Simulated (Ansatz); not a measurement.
# BP under a change: P → Re

The parent structure is BP in the zinc blende structure (space group F-43m, No. 216; a = 4.520 Å).

Perturbation: every P is replaced by Re; the structure is relaxed again.

Level of theory: PBEsol (Ansatz, a first-principles code), no spin-orbit coupling. k-mesh 17×17×17 (Γ-centred); smearing 0.05 eV (Fermi–Dirac), for the changed cell.

```csv
quantity,base,changed,shift
volume per atom,11.54 Å³,13.07 Å³,+1.522 Å³
density,3.01 g/cm³,12.52 g/cm³,+9.51 g/cm³
lattice parameter a,4.520 Å,4.711 Å,+0.191 Å
space group,F-43m (No. 216),F-43m (No. 216),–
shortest interatomic distance,1.957 Å,2.040 Å,+0.0825 Å
band gap,1.11 eV,zero,–
```

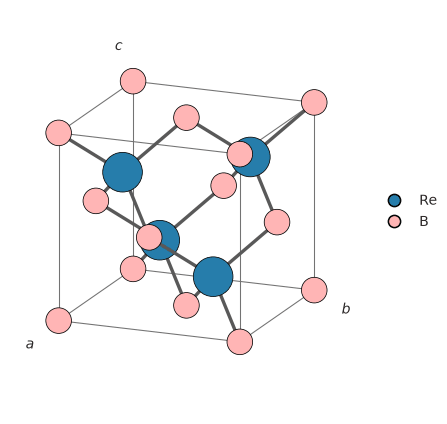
Fig. 1. The relaxed conventional cell after the change

No phonon test of stability was made. As relaxed here, ReB is a hypothetical phase, not in the database extracts checked. The final runs are not spin-polarised.
